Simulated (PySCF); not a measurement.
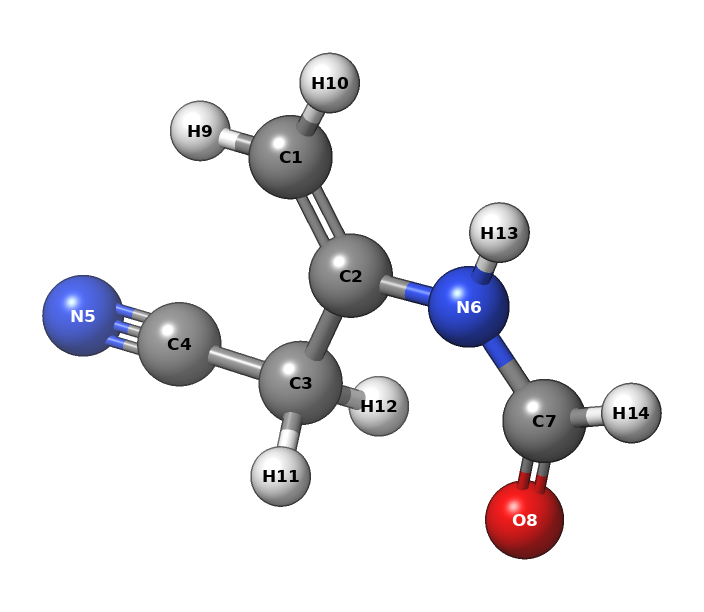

The geometry was computed by an optimisation with GFN2-xTB. No frequency run is at hand to confirm it as a minimum. Properties computed with B3LYP/pcJ-1 indirect spin-spin coupling, non-relativistic, gas phase (PySCF 2.14.0). Isotopes: 13C, 1H, 15N, 17O.

Give the spin–spin coupling constants of these pairs, with the number of bonds between them: N6/C7, C1/N6, C3/N6, N6/O8, N6/H14, C2/N5, N6/H9.

| pair | bonds apart | J (Hz) |
| --- | --- | --- |
| N6, C7 | 1 | −15.3 |
| C1, N6 | 2 | −2.2 |
| C3, N6 | 2 | −1.9 |
| N6, O8 | 2 | −1.6 |
| N6, H14 | 2 | −19.4 |
| C2, N5 | 3 | −0.7 |
| N6, H9 | 3 | −7.4 |
